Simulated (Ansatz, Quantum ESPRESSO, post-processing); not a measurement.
# Tuning the work function of Mo(100), part 7 of 7

Which overlayers raise and which lower the work function of Mo(100), and does electronegativity predict it?

Quantum ESPRESSO 7.5; plane-wave DFT, PBE, GBRV ultrasoft pseudopotentials; geometry by Ansatz 0.2.0 with PAW datasets.

So far. Step 11 (Self-consistent run, Pd overlayer): The covered face stands at 4.88 eV against 3.91 eV when clean. Step 11 (Self-consistent run, Pd overlayer): Inside the slab this potential holds the local part of the pseudopotentials, which can be repulsive at the nuclei; only its value in the vacuum has a meaning of its own.

## 12. Projected density of states, Pd overlayer

Pd.pdos.in

```
&projwfc
  prefix = 'Pd.esm'
  outdir = './out'
  filpdos = 'Pd.pdos'
  Emin = -12.424
  Emax = -0.423
  DeltaE = 0.1
  ngauss = 0
  degauss = 0.01
/
```

On the command line:

```
$ OMP_NUM_THREADS=1 mpirun -n 4 projwfc.x -in Pd.pdos.in > Pd.pdos.out
```

Output:

```text
[banner, memory and clock lines left out]
Program PROJWFC v.7.5 starts

          URL

     ./out/Pd.esm.save/

     IMPORTANT: XC functional enforced from input :
     Exchange-correlation= PBE
                           (   1   4   3   4   0   0   0)
     Any further DFT definition will be discarded
     Please, verify this is what you really want

     negative rho (up, down):  8.087E-02 0.000E+00

     Gaussian broadening (read from input): ngauss,degauss=   0    0.010000

     Calling projwave ....
     one sub-group per band group will be used

     linear algebra parallelized on   4 procs

  Problem Sizes
  natomwfc =           77
  nx       =           39
  nbnd     =           52
  nkstot   =           15
  npwx     =         1903
  nkb      =          108

     Atomic states used for projection
     (read from pseudopotential files):

     state #   1: atom   1 (Mo ), wfc  1 (l=0 m= 1)
     state #   2: atom   1 (Mo ), wfc  2 (l=1 m= 1)
     state #   3: atom   1 (Mo ), wfc  2 (l=1 m= 2)
     state #   4: atom   1 (Mo ), wfc  2 (l=1 m= 3)
     state #   5: atom   1 (Mo ), wfc  3 (l=2 m= 1)
     state #   6: atom   1 (Mo ), wfc  3 (l=2 m= 2)
     state #   7: atom   1 (Mo ), wfc  3 (l=2 m= 3)
     state #   8: atom   1 (Mo ), wfc  3 (l=2 m= 4)
     state #   9: atom   1 (Mo ), wfc  3 (l=2 m= 5)
     state #  10: atom   1 (Mo ), wfc  4 (l=0 m= 1)
     state #  11: atom   1 (Mo ), wfc  5 (l=1 m= 1)
     state #  12: atom   1 (Mo ), wfc  5 (l=1 m= 2)
     state #  13: atom   1 (Mo ), wfc  5 (l=1 m= 3)
     state #  14: atom   2 (Mo ), wfc  1 (l=0 m= 1)
     state #  15: atom   2 (Mo ), wfc  2 (l=1 m= 1)
     state #  16: atom   2 (Mo ), wfc  2 (l=1 m= 2)
     state #  17: atom   2 (Mo ), wfc  2 (l=1 m= 3)
     state #  18: atom   2 (Mo ), wfc  3 (l=2 m= 1)
     state #  19: atom   2 (Mo ), wfc  3 (l=2 m= 2)
     state #  20: atom   2 (Mo ), wfc  3 (l=2 m= 3)
     state #  21: atom   2 (Mo ), wfc  3 (l=2 m= 4)
     state #  22: atom   2 (Mo ), wfc  3 (l=2 m= 5)
     state #  23: atom   2 (Mo ), wfc  4 (l=0 m= 1)
     state #  24: atom   2 (Mo ), wfc  5 (l=1 m= 1)
     state #  25: atom   2 (Mo ), wfc  5 (l=1 m= 2)
     state #  26: atom   2 (Mo ), wfc  5 (l=1 m= 3)
     state #  27: atom   3 (Mo ), wfc  1 (l=0 m= 1)
     state #  28: atom   3 (Mo ), wfc  2 (l=1 m= 1)
     state #  29: atom   3 (Mo ), wfc  2 (l=1 m= 2)
     state #  30: atom   3 (Mo ), wfc  2 (l=1 m= 3)
     state #  31: atom   3 (Mo ), wfc  3 (l=2 m= 1)
     state #  32: atom   3 (Mo ), wfc  3 (l=2 m= 2)
     state #  33: atom   3 (Mo ), wfc  3 (l=2 m= 3)
     state #  34: atom   3 (Mo ), wfc  3 (l=2 m= 4)
     state #  35: atom   3 (Mo ), wfc  3 (l=2 m= 5)
     state #  36: atom   3 (Mo ), wfc  4 (l=0 m= 1)
     state #  37: atom   3 (Mo ), wfc  5 (l=1 m= 1)
     state #  38: atom   3 (Mo ), wfc  5 (l=1 m= 2)
     state #  39: atom   3 (Mo ), wfc  5 (l=1 m= 3)
     state #  40: atom   4 (Mo ), wfc  1 (l=0 m= 1)
     state #  41: atom   4 (Mo ), wfc  2 (l=1 m= 1)
     state #  42: atom   4 (Mo ), wfc  2 (l=1 m= 2)
     state #  43: atom   4 (Mo ), wfc  2 (l=1 m= 3)
     state #  44: atom   4 (Mo ), wfc  3 (l=2 m= 1)
     state #  45: atom   4 (Mo ), wfc  3 (l=2 m= 2)
     state #  46: atom   4 (Mo ), wfc  3 (l=2 m= 3)
     state #  47: atom   4 (Mo ), wfc  3 (l=2 m= 4)
     state #  48: atom   4 (Mo ), wfc  3 (l=2 m= 5)
     state #  49: atom   4 (Mo ), wfc  4 (l=0 m= 1)
     state #  50: atom   4 (Mo ), wfc  5 (l=1 m= 1)
     state #  51: atom   4 (Mo ), wfc  5 (l=1 m= 2)
     state #  52: atom   4 (Mo ), wfc  5 (l=1 m= 3)
     state #  53: atom   5 (Mo ), wfc  1 (l=0 m= 1)
     state #  54: atom   5 (Mo ), wfc  2 (l=1 m= 1)
     state #  55: atom   5 (Mo ), wfc  2 (l=1 m= 2)
     state #  56: atom   5 (Mo ), wfc  2 (l=1 m= 3)
     state #  57: atom   5 (Mo ), wfc  3 (l=2 m= 1)
     state #  58: atom   5 (Mo ), wfc  3 (l=2 m= 2)
     state #  59: atom   5 (Mo ), wfc  3 (l=2 m= 3)
     state #  60: atom   5 (Mo ), wfc  3 (l=2 m= 4)
     state #  61: atom   5 (Mo ), wfc  3 (l=2 m= 5)
     state #  62: atom   5 (Mo ), wfc  4 (l=0 m= 1)
     state #  63: atom   5 (Mo ), wfc  5 (l=1 m= 1)
     state #  64: atom   5 (Mo ), wfc  5 (l=1 m= 2)
     state #  65: atom   5 (Mo ), wfc  5 (l=1 m= 3)
     state #  66: atom   6 (Pd ), wfc  1 (l=1 m= 1)
     state #  67: atom   6 (Pd ), wfc  1 (l=1 m= 2)
     state #  68: atom   6 (Pd ), wfc  1 (l=1 m= 3)
     state #  69: atom   6 (Pd ), wfc  2 (l=2 m= 1)
     state #  70: atom   6 (Pd ), wfc  2 (l=2 m= 2)
     state #  71: atom   6 (Pd ), wfc  2 (l=2 m= 3)
     state #  72: atom   6 (Pd ), wfc  2 (l=2 m= 4)
     state #  73: atom   6 (Pd ), wfc  2 (l=2 m= 5)
     state #  74: atom   6 (Pd ), wfc  3 (l=0 m= 1)
     state #  75: atom   6 (Pd ), wfc  4 (l=1 m= 1)
     state #  76: atom   6 (Pd ), wfc  4 (l=1 m= 2)
     state #  77: atom   6 (Pd ), wfc  4 (l=1 m= 3)

[... projections of each state ...]
Lowdin Charges:

     Atom #   1: total charge =  13.9179, s =  2.3139,
     Atom #   1: total charge =  13.9179, p =  6.7027, pz=  2.1605, px=  2.2711, py=  2.2711,
     Atom #   1: total charge =  13.9179, d =  4.9013, dz2=  0.8145, dxz=  1.0638, dyz=  1.0638, dx2-y2=  0.9505, dxy=  1.0087,
     Atom #   2: total charge =  14.0570, s =  2.2495,
     Atom #   2: total charge =  14.0570, p =  6.9699, pz=  2.3415, px=  2.3142, py=  2.3142,
     Atom #   2: total charge =  14.0570, d =  4.8376, dz2=  0.7924, dxz=  1.1045, dyz=  1.1045, dx2-y2=  0.7617, dxy=  1.0745,
     Atom #   3: total charge =  13.9633, s =  2.2275,
     Atom #   3: total charge =  13.9633, p =  6.9117, pz=  2.3028, px=  2.3044, py=  2.3044,
     Atom #   3: total charge =  13.9633, d =  4.8242, dz2=  0.8177, dxz=  1.0636, dyz=  1.0636, dx2-y2=  0.8485, dxy=  1.0308,
     Atom #   4: total charge =  13.9942, s =  2.2320,
     Atom #   4: total charge =  13.9942, p =  6.8962, pz=  2.3043, px=  2.2959, py=  2.2959,
     Atom #   4: total charge =  13.9942, d =  4.8661, dz2=  0.7453, dxz=  1.1188, dyz=  1.1188, dx2-y2=  0.7707, dxy=  1.1126,
     Atom #   5: total charge =  13.9000, s =  2.2437,
     Atom #   5: total charge =  13.9000, p =  6.8811, pz=  2.3004, px=  2.2903, py=  2.2903,
     Atom #   5: total charge =  13.9000, d =  4.7752, dz2=  0.8932, dxz=  1.0110, dyz=  1.0110, dx2-y2=  0.8092, dxy=  1.0506,
     Atom #   6: total charge =  16.0882, s =  0.3662,
     Atom #   6: total charge =  16.0882, p =  6.6502, pz=  2.1709, px=  2.2397, py=  2.2397,
     Atom #   6: total charge =  16.0882, d =  9.0718, dz2=  1.9010, dxz=  1.7906, dyz=  1.7906, dx2-y2=  1.7902, dxy=  1.7996,
     Spilling Parameter:   0.0009

Note: The following floating-point exceptions are signalling: IEEE_DIVIDE_BY_ZERO IEEE_UNDERFLOW_FLAG
Note: The following floating-point exceptions are signalling: IEEE_DIVIDE_BY_ZERO IEEE_UNDERFLOW_FLAG
Note: The following floating-point exceptions are signalling: IEEE_DIVIDE_BY_ZERO IEEE_UNDERFLOW_FLAG
Note: The following floating-point exceptions are signalling: IEEE_DIVIDE_BY_ZERO IEEE_UNDERFLOW_FLAG
```

Wall time 1.5 s (4 MPI ranks of Arm Neoverse V2, shared host); peak memory 0.1 GiB.

Numbers from this step:

* spilling of the projection: 9.00e-4

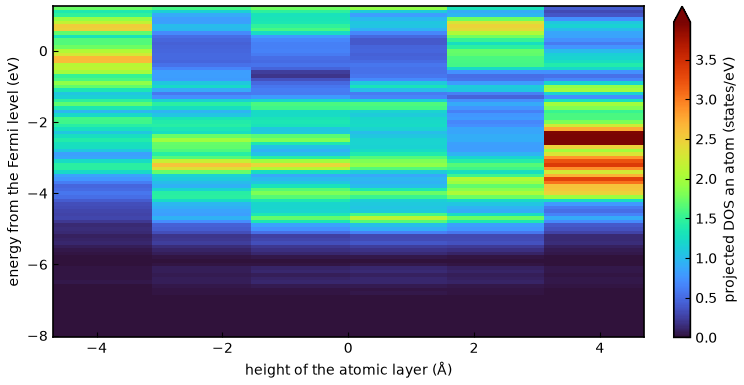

Projected DOS an atom over height of the atomic layer and energy from the Fermi level. Columns are the atomic layers from the bottom up.

The atomic orbitals miss 0.1 % of the occupied states; for empty states the projections can miss much more.

## 13. The series side by side

Against the clean face, with Pauling's electronegativity for orientation:

| overlayer | electronegativity | height over the top plane (Å) | change of work function (eV) | step from Ansatz's dipole (eV) |
| --- | --- | --- | --- | --- |
| Au | 2.54 | 1.80 | +1.01 | +0.97 |
| Pd | 2.2 | 1.59 | +0.97 | +0.93 |

All levels:

| level | covered face (eV) | bare face (eV) | Ansatz, covered face (eV) | dipole by Ansatz (e Å) | CPU time (s) |
| --- | --- | --- | --- | --- | --- |
| clean | 3.908 | 3.98 | 3.901 | 0.003752 | 262.1 |
| Cu | - | - | 4.663 | -0.03795 | 1889 |
| Au | 4.918 | 3.997 | 4.888 | -0.0493 | 367.5 |
| Pd | 4.881 | 3.966 | 4.827 | -0.04714 | 580.3 |

## 14. The arithmetic

Under Au the faces differ by +0.92 eV. By the Helmholtz relation p = −Δφ A/180.95 = -0.0505 e Å a cell, or -0.24 D; Ansatz's dipole is -0.0493 e Å.

## 15. Results

```yaml
work_function_of_the_clean_face: 3.91 eV
change_under_au: +1.01 eV
change_under_pd: +0.97 eV
```

On a clean face of 3.91 eV the changes run from +0.97 eV (Pd) to +1.01 eV (Au) (PBE, GBRV ultrasoft). Of 4 overlayers planned, 2 are shown; the others were not run or did not converge. The bare face moves by 0.03 eV over the row; it should not move at all, so the changes above are uncertain by about as much. Full 1×1 monolayers on one site are model structures; at this coverage neighbours depolarise each other, and real layers may take other sites or reconstruct. The upper layers were relaxed under PBE at the tabulated lattice constant. Spin-orbit coupling is left out; depending on the atoms that carry the levels of interest, it can split and shift them by tenths of an eV to an eV or more.

Comparison with the measured values:

```
                                                 quantity  measured  PBE, GBRV ultrasoft, clean
work function (clean (100) face, which reconstructs) (eV)      4.45             3.91 (-0.54 eV)
```

Measured values from arxiv:1902.07811 (2019).

How well it matches: The work function is off by -0.54 eV: a clear miss. The grades are ours: good and fair within 3 and 7 % for the work function. Other measurements of the same face can differ from the value quoted by 0.1 to 0.2 eV.

[Logs are printed without paths, hosts, clocks, repeated set-up lines and the standing remarks that a program may print on its own settings, such as how far it seeks lower states.]

[Hosts, paths, dates, database ids (printed as entryN), source tags and the programs' standing remarks are cut or masked in the printed files.]

[Maps of the electrostatic potential energy from Ansatz leave out the sawtooth potential of an applied field or a dipole correction, so their vacuum need not be flat; planar profiles and work functions include it.]
